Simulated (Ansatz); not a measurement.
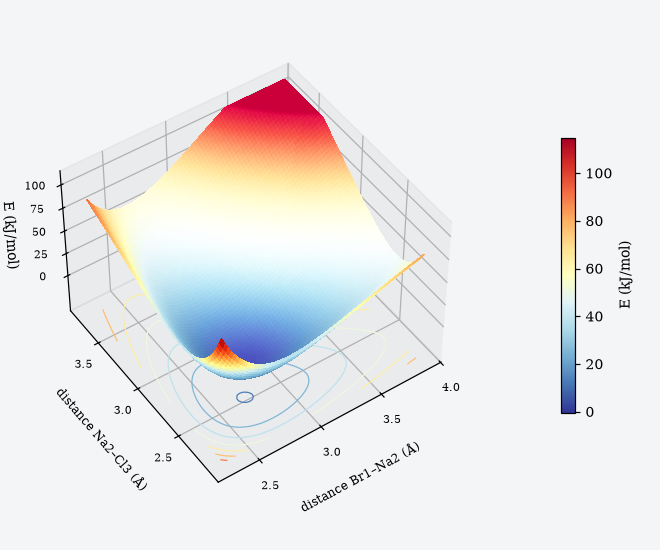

Energy landscape of the system Br⁻ + NaCl. Coordinates scanned: (1) distance Br1–Na2; (2) distance Na2–Cl3. Nothing is relaxed (the angle Br1–Na2–Cl3 is fixed at 90 degrees). Grid: 10 × 10 points. Energies: kJ/mol, counted from the lowest grid point. Theory: Ansatz 0.2.0, RHF-MP2, frozen core/def2-TZVPD.

The picture shows a relief with its contours projected below, any walls above the top of the colour scale cut off. Between grid points the surface is interpolated. 

Summarise what can be read from the map.

The lowest grid point is at distance Br1–Na2 = 2.672 Å, distance Na2–Cl3 = 2.528 Å. No other kind of well shows on this grid. The highest grid point, distance Br1–Na2 = 3.888 Å, distance Na2–Cl3 = 3.744 Å, lies 151 kJ/mol above the lowest. Round the minimum the valley is somewhat tilted: raising distance Br1–Na2 shifts the best value of distance Na2–Cl3 downwards (coupling k₁₂/√(k₁₁k₂₂) about 0.2).

The input of one point:

```yaml
crystal:
  periodic: [false, false, false]
  atoms:
    - { symbol: Br, position_ang: [-2.672, 0.0, 0.0] }
    - { symbol: Na, position_ang: [0.0, 0.0, 0.0] }
    - { symbol: Cl, position_ang: [0.0, 2.528, 0.0] }
total_charge: -1
basis:
  gaussian: { orbitals: def2-TZVPD }
hamiltonian:
  xc: hf
output:
  forces: true
correlation:
  method: mp2
```

Time for the 100 points that were run: 13 min on 1 thread of Arm Neoverse V1, on a shared host.
